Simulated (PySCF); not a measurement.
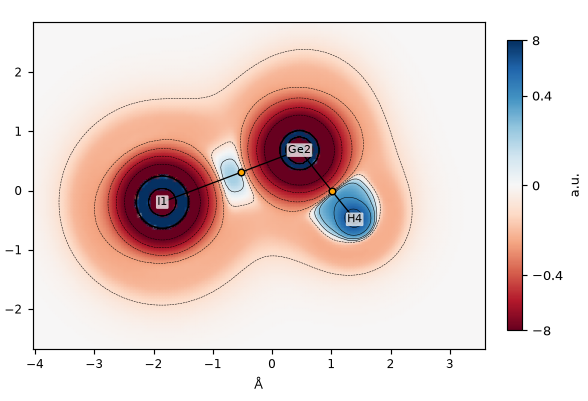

Figure 1: GeH3I, SMILES `I[GeH3]`. Negative Laplacian of the density (−∇²ρ) in the plane of I1, Ge2 and H4 (blue positive, red negative, colour scale in a.u., logarithmic beyond ±0.04), with bond paths and bond critical points (dots).

Level of theory: PBE0/def2-TZVP (PySCF), at a geometry from GFN2-xTB. Core potentials replace the inner electrons of I; spin–orbit coupling isn't included. No frequency check shows the geometry to be a minimum. GFN2-xTB bond lengths at metals and heavier atoms can be off by up to 0.1 Å and shapes distorted, which carries into these values.

Geometry (Å), atoms numbered from 1:

```
I1      -1.0001   -0.0000    0.0000
Ge2      1.4755    0.0000    0.0001
H3       1.9287   -1.1317   -0.8693
H4       1.9325   -0.1878    1.4093
H5       1.9287    1.3189   -0.5453
```

**Sort the bonds in the plane by the sign of ∇²ρ at their critical points.**

Concentrated (∇²ρ < 0): I1–Ge2 (−0.01 a.u.). Depleted (∇²ρ > 0): Ge2–H4 (+0.07 a.u., H = −0.089).

**Where along Ge2–H4 does the critical point lie?**

0.89 Å from Ge2 and 0.60 Å from H4.

Cost of the run: 10 s on 1 thread of Arm Neoverse V2 (shared host), peak memory 0.47 GiB.
